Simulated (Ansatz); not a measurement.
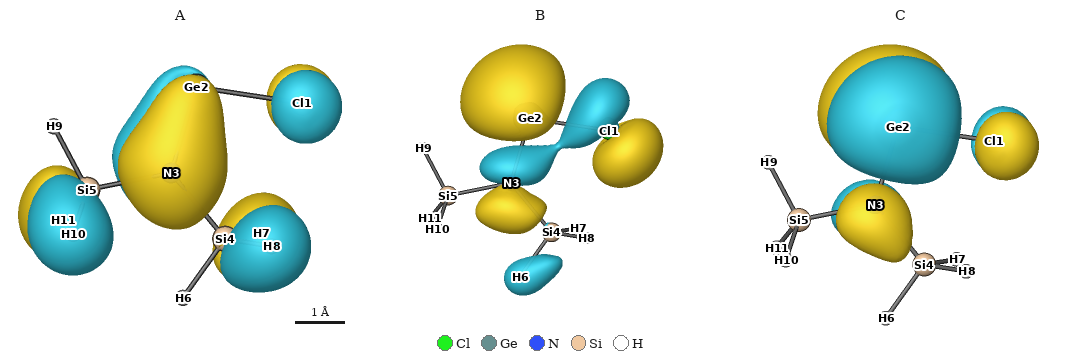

ClGeH6NSi2 (SMILES [SiH3][N]([SiH3])[Ge][Cl]). Three frontier orbitals at ±0.08 Å⁻³ᐟ² (yellow and cyan are the two phases), in no order.

Geometry: PBE0-D4/def2-SVP.

These are results of Ansatz, isolated molecule in a Gaussian basis; Kohn-Sham density functional theory, functional PBE0, not measurements.

```xyz
11

Cl   -1.9148    2.1525   -0.0939
Ge   -1.0526    1.2041    1.7248
N     0.0965    0.0493    0.8532
Si    0.2676   -0.0652   -0.9113
Si    1.0884   -1.0122    1.8551
H     1.3062   -1.1213   -1.1360
H    -0.9983   -0.5004   -1.5637
H     0.7543    1.2109   -1.5045
H     0.7459   -0.7070    3.2793
H     2.5440   -0.7643    1.6337
H     0.7980   -2.4499    1.5752
```

Q: Which picture is the HOMO−1, the HOMO and the LUMO?

A: A is the HOMO−1 (−8.20 eV). Its weight (Hirshfeld) is mainly on N3 (about 40 %), Si5 (about 10 %), Ge2 (about 10 %), Si4 (about 10 %), Cl1 (about 5 %), H10 (about 5 %) and H11 (about 5 %). B is the HOMO (−7.79 eV). By Hirshfeld shares it lies mainly on Ge2 (about 55 %), Cl1 (about 25 %) and N3 (about 10 %). C is the LUMO (−2.39 eV). By Hirshfeld shares it lies mainly on Ge2 (about 75 %), N3 (about 10 %) and Cl1 (about 10 %).

Q: What is the HOMO–LUMO gap?

A: 5.40 eV between the orbital energies.
